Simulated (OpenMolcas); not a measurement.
# CH3BClFO (SMILES OC(F)BCl) at 6 levels

We compute a comparison of 6 runs (HF/STO-3G, B3LYP/6-31G*, B2PLYP/def2-SVP, B3LYP/def2-SVP, SVWN5/def2-SVP, revPBE/def2-SVP) of CH3BClFO. 

The results are computed with OpenMolcas 26.06.

1 further run of the same task is left out (set aside as unsound or not needed).

## 1. The system as given

The species is CH3BClFO (8 atoms), meant as a singlet with charge 0. SMILES: `OC(F)BCl`. Geometry: relaxed at PBE0-D4/def2-TZVP. This is one conformer, not always the lowest.

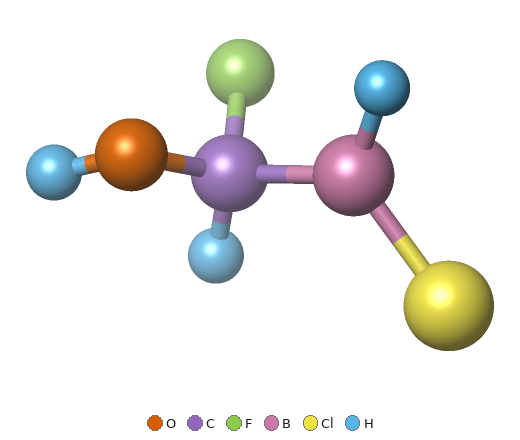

The structure, seen from a chosen angle (oxygen orange, carbon purple, fluorine green, boron pink, chlorine yellow, hydrogen blue).

## 2. Energy and gradient at HF/STO-3G (run 1)

Input file job.inp:

```
&GATEWAY
  BasLib=$CurrDir
  Coord
  8
  angstrom
  O       -0.045500       0.346900       1.395700
  C        0.458900       0.058800       0.147300
  F        1.315100      -1.045400       0.209200
  B       -0.767200      -0.356700      -0.774700
  Cl      -1.105700       0.541100      -2.217200
  H        0.620500       0.802400       1.920200
  H        1.073200       0.877500      -0.246600
  H       -1.457200      -1.281600      -0.489900
  Basis=STO-3G
  Group=NoSym

&SEWARD

&SCF
  Thresholds=1e-10 1e-07 1e-07 1e-05
  PrOrbitals=1 1

&ALASKA
```

The basis set STO-3G is read from a file made from the Basis Set Exchange's data (not shown).

Command:

```bash
$ export MOLCAS_MEM=1860
$ pymolcas job.inp > job.log
```

Output:

```text
--- Start Module: gateway ---
[...]
--- Stop Module: gateway /rc=_RC_ALL_IS_WELL_ ---
[...]
      Basis functions           32
[...]
--- Start Module: scf ---
[...]
       Convergence after  12 Iterations
[...]
::    Total SCF energy                               -689.9943899372
[...]
      Total spin, S                                     0.0000000000
[...]
      Total electronic charge=   48.000000
      Total            charge=   -0.000000
[...]
      Dipole Moment (debye):
      Origin of the operator (angstrom)=   -0.1782    0.0186   -0.5917
                   X=  9.4266E-01               Y=  6.1020E-01               Z=  1.0119E+00           Total=  1.5116E+00
      Quadrupole Moment (debye*angstrom):
[...]
 *              Molecular gradients               *
 **************************************************
  Irreducible representation: a
 ------------------------------------------------------------------------------------------
                              X                       Y                       Z
 ------------------------------------------------------------------------------------------
  O1                5.22879069747093E-02    4.40118736602946E-03   -3.07665654940283E-02
  C2               -3.64218442202009E-02    1.69322204763644E-02    2.51665306806896E-02
  F3               -1.74442033178401E-03    2.97449232682823E-03   -2.47257590732086E-03
  B4                1.74797116283241E-02    2.32979216675337E-02   -1.29053189317530E-02
  CL5               6.41166495620560E-03   -1.12494223881638E-02    2.12819377169389E-02
  H6               -2.84300966765976E-02   -1.27799872810226E-02   -1.13259712974916E-02
  H7                1.24459783964381E-03   -9.98268602205288E-03    6.68640791930053E-03
  H8               -1.08275201702335E-02   -1.35937261455212E-02    4.33555531368057E-03
[...]
```

Run time: 3 s. Hardware: 1 thread of AMD EPYC 7R43 (Zen 3), shared host; peak memory 0.37 GiB.

## 3. Energy and forces at B3LYP/6-31G(d) (spherical functions) (run 2)

Input file test.inp:

```
* CH3BClFO Kohn-Sham DFT
>>> EXPORT MOLCAS_PRINT=2

&GATEWAY
  BasLib=$CurrDir
  Coord
  8
  angstrom
  O       -0.045500       0.346900       1.395700
  C        0.458900       0.058800       0.147300
  F        1.315100      -1.045400       0.209200
  B       -0.767200      -0.356700      -0.774700
  Cl      -1.105700       0.541100      -2.217200
  H        0.620500       0.802400       1.920200
  H        1.073200       0.877500      -0.246600
  H       -1.457200      -1.281600      -0.489900
  Basis=6-31Gs
  Group=NoSym

&SEWARD
  GridInput
  Grid=UltraFine
  End of Grid

&SCF
  KSDFT=B3LYP
  Thresholds=1e-10 1e-07 1e-07 1e-05
  PrOrbitals=1

&ALASKA
```

The basis set 6-31G* is read from a file made from the Basis Set Exchange's data (not shown).

Command:

```bash
$ export MOLCAS_MEM=1860
$ pymolcas test.inp > test.log
```

Output:

```text
--- Start Module: gateway ---
[...]
--- Stop Module: gateway /rc=_RC_ALL_IS_WELL_ ---
[...]
      Basis functions           80
[...]
--- Start Module: scf ---
[...]
       Convergence after  15 Iterations
[...]
::    Total KS-DFT energy                            -700.0279676757
[...]
      Total spin, S                                     0.0000000000
[...]
      Total electronic charge=   48.000000
      Total            charge=   -0.000000
[...]
      Dipole Moment (debye):
      Origin of the operator (angstrom)=   -0.1782    0.0186   -0.5917
                   X=  7.4986E-01               Y=  1.5093E+00               Z=  6.4273E-01           Total=  1.8038E+00
      Quadrupole Moment (debye*angstrom):
[...]
 *              Molecular gradients               *
 **************************************************
  Irreducible representation: a
 ------------------------------------------------------------------------------------------
                              X                       Y                       Z
 ------------------------------------------------------------------------------------------
  O1                1.07975455234754E-02    9.09428306581805E-04   -2.71638020807963E-03
  C2               -1.56898315640874E-03   -2.69797446680631E-03    4.69583567733944E-03
  F3               -3.29551499574876E-03    6.43927208783523E-03    1.14452849864044E-03
  B4               -1.30359226730770E-03    5.39544619186838E-03   -7.39736926845591E-03
  CL5               2.55708975111890E-03   -4.14279598718181E-03    7.90062249630807E-03
  H6               -6.24551339009338E-03   -3.51462080777409E-03   -4.97715169774438E-03
  H7               -6.18475077131642E-04   -2.02485167296418E-03    8.45728138070045E-04
  H8               -3.22556387835071E-04   -3.63903651594999E-04    5.04186363985859E-04
[...]
```

It took 31 s on 1 thread of AMD EPYC 7R43 (Zen 3), shared host; peak memory 0.45 GiB.

## 4. The energy at B2PLYP/def2-SVP (run 3)

Input file mol.input:

```
&gateway
baslib = $CurrDir
coord
8
angstrom
O       -0.045500       0.346900       1.395700
C        0.458900       0.058800       0.147300
F        1.315100      -1.045400       0.209200
B       -0.767200      -0.356700      -0.774700
Cl      -1.105700       0.541100      -2.217200
H        0.620500       0.802400       1.920200
H        1.073200       0.877500      -0.246600
H       -1.457200      -1.281600      -0.489900
basis = def2-SVP
group = NoSym
&seward
gridinput
Grid=UltraFine
End of Grid
&scf
ksdft = B2PLYP_SCF
thresholds = 1e-10 1e-07 1e-07 1e-05
prorbitals = 0
&mbpt2
frozen = 9
```

The basis set def2-SVP is read from a file made from the Basis Set Exchange's data (not shown).

Command:

```bash
$ export MOLCAS_MEM=1860
$ pymolcas mol.input > mol.log
```

Output:

```text
--- Start Module: gateway ---
[...]
--- Stop Module: gateway /rc=_RC_ALL_IS_WELL_ ---
[...]
      Basis functions           89
[...]
--- Start Module: scf ---
[...]
       Convergence after  14 Iterations
[...]
::    Total KS-DFT energy                            -699.1226110249
[...]
      Total spin, S                                     0.0000000000
[...]
      Total electronic charge=   48.000000
      Total            charge=   -0.000000
[...]
      Dipole Moment (debye):
      Origin of the operator (angstrom)=   -0.1782    0.0186   -0.5917
                   X=  5.4847E-01               Y=  1.7975E+00               Z=  3.4787E-01           Total=  1.9113E+00
      Quadrupole Moment (debye*angstrom):
[...]
--- Stop Module: scf /rc=_RC_ALL_IS_WELL_ ---
[...]
--- Start Module: mbpt2 ---
[...]
 ###    WARNING: MP2 implementation intended for RHF references only         ###
 ###############################################################################
MBPT2 WARNING: Reference function according to RunFile:KS-DFT
I'll assume you know what you're doing and continue
WARNING!
Default frozen orbitals as non valence orbitals is overwritten by user input.
Default values:   9
[...]
       Reference weight ( Cref**2 )         =        0.76287
::    Total MBPT2 energy                             -699.9901834192
[...]
      Total MBPT2 calculations                           0.38      0.43
--- Stop Module: mbpt2 /rc=_RC_ALL_IS_WELL_ ---
[...]
```

Run time: 26 s. Hardware: 1 thread of AMD EPYC 7R43 (Zen 3), shared host; peak memory 0.49 GiB.

Runs 4 to 5 aren't shown in full; the table further down has their settings and results.

## 5. Energy and gradient at revPBE/def2-SVP (run 6)

Input file mol.input:

```
&GATEWAY
 BASLIB=$CurrDir
 COORD
 8
 angstrom
 O       -0.045500       0.346900       1.395700
 C        0.458900       0.058800       0.147300
 F        1.315100      -1.045400       0.209200
 B       -0.767200      -0.356700      -0.774700
 Cl      -1.105700       0.541100      -2.217200
 H        0.620500       0.802400       1.920200
 H        1.073200       0.877500      -0.246600
 H       -1.457200      -1.281600      -0.489900
 BASIS=def2-SVP
 GROUP=NoSym

&SEWARD
 GRIDINPUT
 Grid=UltraFine
 End of Grid

&SCF
 KSDFT=revPBE
 THRESHOLDS=1e-10 1e-07 1e-07 1e-05
 PRORBITALS=0

&ALASKA
```

The basis set def2-SVP is read from a file made from the Basis Set Exchange's data (not shown).

Command:

```bash
$ export MOLCAS_MEM=1860
$ pymolcas mol.input > mol.log
```

Output:

```text
--- Start Module: gateway ---
[...]
--- Stop Module: gateway /rc=_RC_ALL_IS_WELL_ ---
[...]
      Basis functions           89
[...]
--- Start Module: scf ---
[...]
       Convergence after  18 Iterations
[...]
::    Total KS-DFT energy                            -699.5550164637
[...]
      Total spin, S                                     0.0000000000
[...]
      Total electronic charge=   48.000000
      Total            charge=   -0.000000
[...]
      Dipole Moment (debye):
      Origin of the operator (angstrom)=   -0.1782    0.0186   -0.5917
                   X=  6.3342E-01               Y=  1.6937E+00               Z=  4.2675E-01           Total=  1.8579E+00
      Quadrupole Moment (debye*angstrom):
[...]
 *              Molecular gradients               *
 **************************************************
  Irreducible representation: a
 ------------------------------------------------------------------------------------------
                              X                       Y                       Z
 ------------------------------------------------------------------------------------------
  O1                1.74004714618068E-02    2.78341846575580E-03   -4.69196290747753E-03
  C2                2.69561924242090E-03   -4.69860065023919E-04   -8.08263513896623E-04
  F3               -8.98532609889102E-03    1.33185612160212E-02    1.91405426720470E-03
  B4               -3.89479564912554E-03   -1.56454936907657E-03   -3.10113359801445E-03
  CL5               3.09305494698542E-03   -5.57965248668779E-03    1.05807781734342E-02
  H6               -9.88518731032517E-03   -6.60117933408388E-03   -6.80534741301564E-03
  H7               -6.65830080956065E-03   -1.03974341257924E-02    5.53064637236145E-03
  H8                6.23446421652041E-03    8.51069569872021E-03   -2.61877138054489E-03
[...]
```

It took 52 s on 1 thread of AMD EPYC 7R43 (Zen 3), shared host; peak memory 0.49 GiB.

## 6. All runs side by side

| run | level | integration grid | task | energy (Eh) | dipole moment (D) | HOMO energy (eV) | LUMO energy (eV) | wall time |
| --- | --- | --- | --- | --- | --- | --- | --- | --- |
| 1 | HF/STO-3G | – | gradient | -689.994390 | 1.51 | -10.06 | 5.30 | 3 s |
| 2 | B3LYP/6-31G* (spherical functions) | UltraFine | gradient | -700.027968 | 1.80 | -8.14 | -1.74 | 31 s |
| 3 | B2PLYP/def2-SVP | UltraFine | energy | -699.356856 | 1.91 | -9.83 | -0.15 | 26 s |
| 4 | B3LYP/def2-SVP | UltraFine | gradient | -699.735142 | 1.89 | -8.17 | -1.78 | 40 s |
| 5 | SVWN5/def2-SVP | UltraFine | gradient | -696.422922 | 1.96 | -6.92 | -2.83 | 47 s |
| 6 | revPBE/def2-SVP | UltraFine | gradient | -699.555016 | 1.86 | -6.82 | -2.47 | 52 s |

## 7. Summary of results

```
                       quantity          value
            run 6: total energy  -699.55502 Eh
           run 6: dipole moment         1.86 D
             run 6: HOMO energy       -6.82 eV
             run 6: LUMO energy       -2.47 eV
           run 6: HOMO–LUMO gap        4.35 eV
run 6: largest force on an atom     0.938 eV/Å
```

**Reading.** The dipole moment (its size) runs from 1.51 D (HF/STO-3G) to 1.96 D (SVWN5/def2-SVP). The two ends differ in method and basis. The HOMO–LUMO gap runs from 4.08 eV (SVWN5/def2-SVP) to 15.36 eV (HF/STO-3G). For B2PLYP the log adds the whole second-order term; the table takes 0.27 of it, as the functional is defined. Totals of different functionals can't be ranked against each other. In run 1 the basis is minimal, so the values are rough. All runs together took 3.3 min, the longest 52 s.
